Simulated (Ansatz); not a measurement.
# Sc, pressure series

Base system: Sc in the hcp (Mg type) structure (space group P6_3/mmc, No. 194; a = 3.329 Å, c = 5.192 Å).

Cell and atoms are relaxed at each pressure.

Level of theory: plane-wave PAW DFT at the r2SCAN level (Ansatz, a program for electronic structure, 500 eV), no spin-orbit coupling.

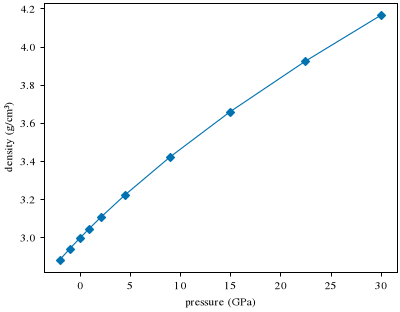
Figure: Density against pressure

```
pressure (GPa)     density
--------------  ----------
-2              2.88 g/cm³
-1              2.94 g/cm³
0.9             3.04 g/cm³
2.1             3.11 g/cm³
4.5             3.22 g/cm³
9               3.42 g/cm³
15              3.66 g/cm³
22.5            3.92 g/cm³
30              4.16 g/cm³
```

Load acts through the strain it causes; cell and atoms are relaxed under it. No phonon test of stability was made. Competing high-pressure phases were not computed. The final runs are not spin-polarised.
